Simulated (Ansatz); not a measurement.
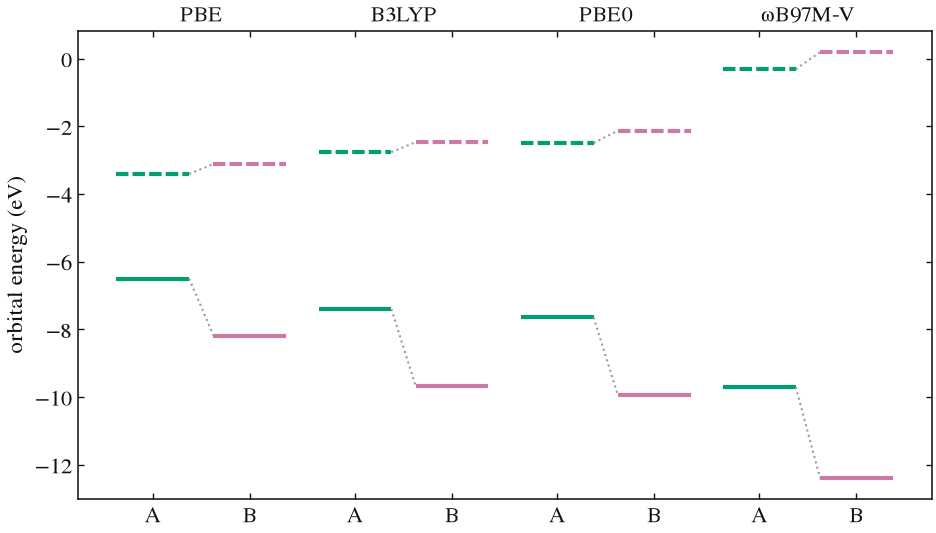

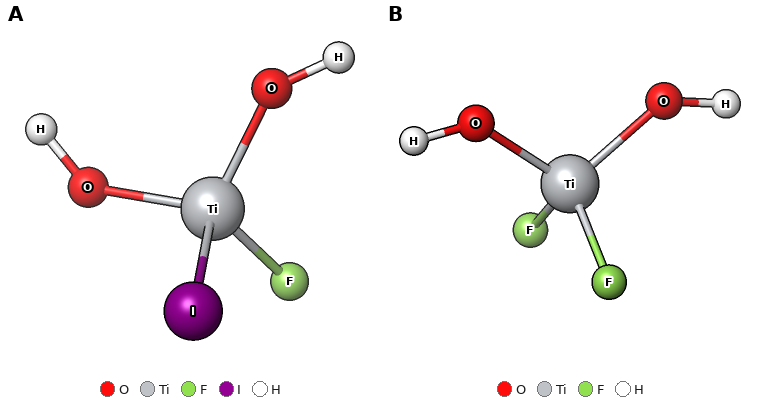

One change: A, TiH₂O₂IF (SMILES [OH][Ti]([OH])([F])[I]), becomes B, TiH₂O₂F₂ (SMILES [OH][Ti]([OH])([F])[F]). I on Ti is replaced by F. HOMO (solid) and LUMO (dashed) computed in def2-TZVPP at PBE0-D4/def2-TZVP geometries, both minima by their frequencies, gas phase, the Ansatz code 0.2.0. Empty levels above zero depend strongly on the basis.

What does the change do to HOMO and LUMO?

Answer. PBE: the HOMO falls by 1.68 eV, the LUMO rises by 0.29 eV, and the separation goes from 3.09 to 5.07 eV. B3LYP: the HOMO falls by 2.27 eV, the LUMO rises by 0.30 eV, and the separation goes from 4.64 to 7.20 eV. PBE0: the HOMO falls by 2.30 eV, the LUMO rises by 0.36 eV, and the separation goes from 5.15 to 7.81 eV. ωB97M-V: the HOMO falls by 2.69 eV, the LUMO rises by 0.51 eV, and the separation goes from 9.39 to 12.59 eV.

Do the functionals agree on the effect?

Answer. They agree on the direction for both levels; the HOMO shift lies between −2.69 and −1.68 eV and the LUMO shift between 0.29 and 0.51 eV, while the separations themselves differ by up to 7.5 eV between functionals.

Known limits of this run: core potentials past krypton; spin-orbit coupling is left out, and with I it can shift these values.
